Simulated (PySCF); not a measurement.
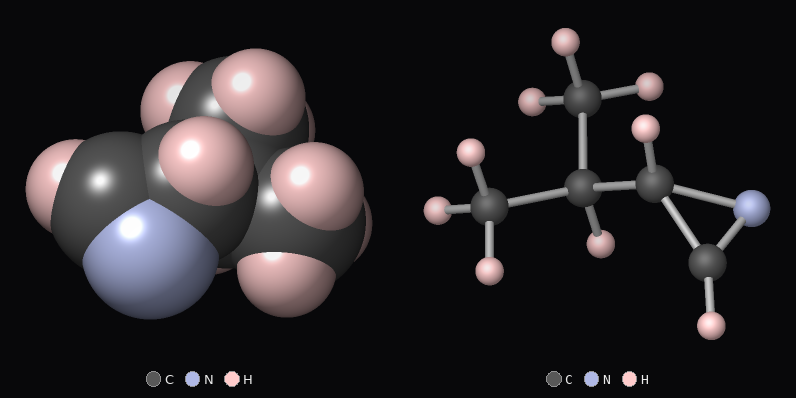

Two views of one molecule.

Computed geometry: GFN2-xTB optimisation. No frequency run is at hand to confirm it as a minimum.

> Count the atoms of each element.

C5H9N, 15 atoms: 5 carbon, 9 hydrogen and 1 nitrogen.

> What is the point group of this geometry?

C1.

> Name some functional groups or characteristic bonds that it holds.

Among them: imine.

> Give a SMILES string for it.

CC(C)[C@H]1C=N1

> Count the bonded pairs by element.

9 C–H, 4 C–C, 2 C–N.

More results for the same structure follow; atom numbers are the same in all pictures, views and colours differ.

**Electronic properties**

No frequency run is at hand to confirm it as a minimum. Properties computed with B3LYP/pcJ-1, gas phase (PySCF 2.14.0).

Computed properties:

- dipole moment: 2.19 D
- HOMO energy (Kohn–Sham orbital): −7.23 eV
- LUMO energy (Kohn–Sham orbital): −0.74 eV
- HOMO–LUMO gap: 6.49 eV

**Spin–spin coupling**

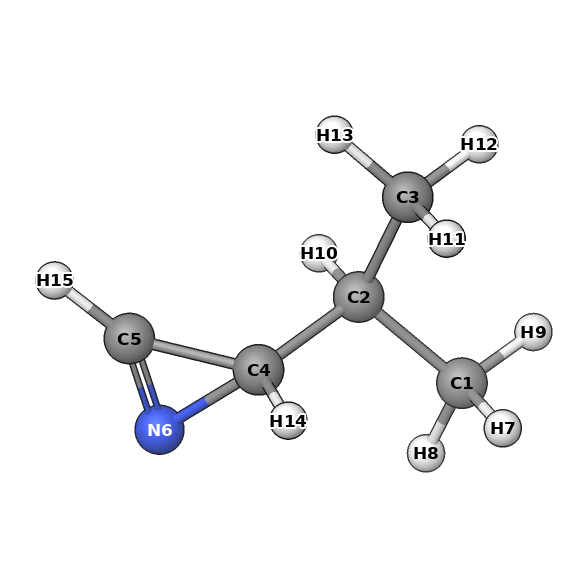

No frequency run is at hand to confirm it as a minimum. Level of theory: B3LYP/pcJ-1 indirect spin-spin coupling, non-relativistic, gas phase (PySCF 2.14.0). Isotopes: 13C, 1H, 15N.

Give the spin–spin coupling constants of these pairs, with the number of bonds between them: C4/N6, C2/N6, N6/H14, N6/H15, N6/H10.

```csv
pair,bonds apart,J (Hz)
"C4, N6",1,13.4
"C2, N6",2,−1.8
"N6, H14",2,−3.9
"N6, H15",2,−6.5
"N6, H10",3,−1.2
```

**Quadrupole coupling**

No frequency run is at hand to confirm it as a minimum. Electric field gradients from the ground-state density, B3LYP/pcJ-1 (PySCF 2.14.0), non-relativistic apart from any core potentials.

Give the largest field-gradient component, the quadrupole coupling constant and the asymmetry for 14N at N6 (Q = 20.44 mb), 2H at H7 (Q = 2.86 mb), 2H at H8 (Q = 2.86 mb), 2H at H9 (Q = 2.86 mb), 2H at H10 (Q = 2.86 mb).

```csv
atom,V_zz (a.u.),e²qQ/h (MHz),η
N6,−0.718,−3.45,0.70
H7,0.304,0.204,0.03
H8,0.303,0.204,0.02
H9,0.305,0.205,0.03
H10,0.281,0.189,0.02
```
